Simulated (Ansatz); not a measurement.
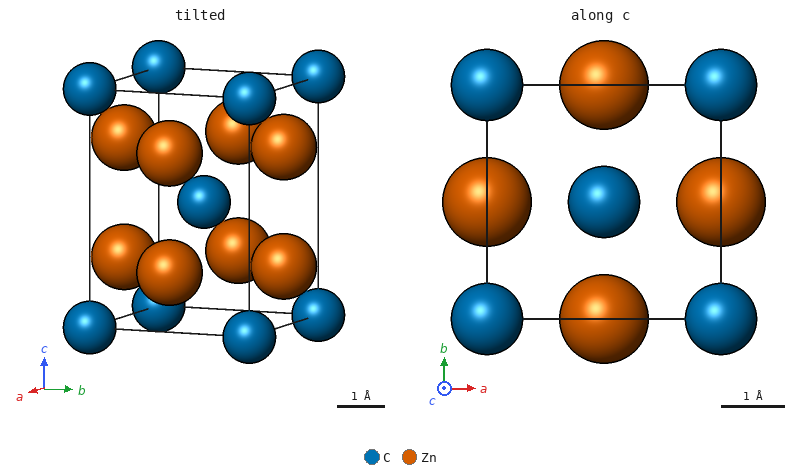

The crystal in a spheres-only representation, seen slightly off an axis and along the c axis. The edges of the conventional unit cell are marked.

Zn₂C, space group I4/mmm (No. 139), a = 3.722 Å, b = 3.722 Å, c = 5.156 Å, α = 90.00°, β = 90.00°, γ = 90.00°. The structure comes from a structure type filled with these elements by a generator (whether the compound takes this form wasn't checked). The cell was then strained or its atoms displaced on purpose. A calculation with Ansatz used it as input.

This one geometry was computed with Ansatz (DFT, plane waves, PAW) at three levels of theory: HSE06, r2SCAN and PBE. It was relaxed with r2SCAN and then strained.

**Which level gives the highest pressure at this volume, and what does that say about its equilibrium volume?**

Highest: PBE (-1.4 GPa), which points to the largest equilibrium volume. Lowest, with the smallest volume: r2SCAN (-5.5 GPa). Levels within 0.5 GPa of each other can't be told apart.

**How does the band gap change with the level of theory?**

PBE: a gap of 0.11 eV, direct; r2SCAN: a gap of 0.11 eV, direct; HSE06: a gap of 0.47 eV, direct.

**Collect the results in a table.**

| level | cutoff (eV) | k-mesh of the run's cell | gap (eV) | pressure (GPa) |
| --- | --- | --- | --- | --- |
| HSE06 | 420 | 6×6×6 | 0.47 | -4.1 |
| r2SCAN | 500 | 8×8×8 | 0.11 | -5.5 |
| PBE | 420 | 8×8×8 | 0.11 | -1.4 |

Gaps are taken on the k-mesh or band path of each run.
